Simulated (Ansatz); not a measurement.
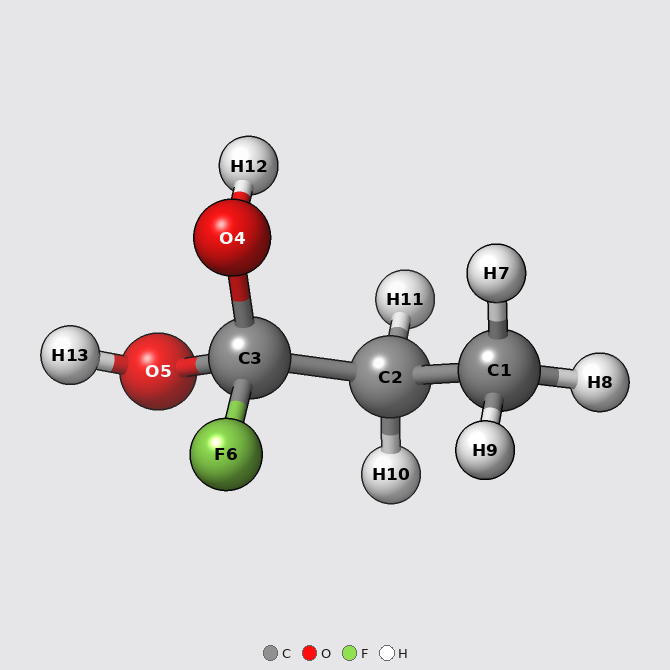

Numbered structure. Computed geometry: PBE-D4/def2-SVP optimisation. No frequency run is at hand to confirm it as a minimum.

Estimate the angles C1–C2–C3, C1–C2–H10, C2–C1–H7, C2–C1–H8, C2–C1–H9, C2–C3–O4, C2–C3–F6, C3–C2–H10, C3–C2–H11, C3–O4–H12, C3–O5–H13, O5–C3–F6.

```
    angle  degrees
 C1–C2–C3    113.0
C1–C2–H10    111.4
 C2–C1–H7    110.9
 C2–C1–H8    111.1
 C2–C1–H9    110.6
 C2–C3–O4    114.1
 C2–C3–F6    109.2
C3–C2–H10    107.1
C3–C2–H11    107.4
C3–O4–H12    106.5
C3–O5–H13    106.0
 O5–C3–F6    109.6
```
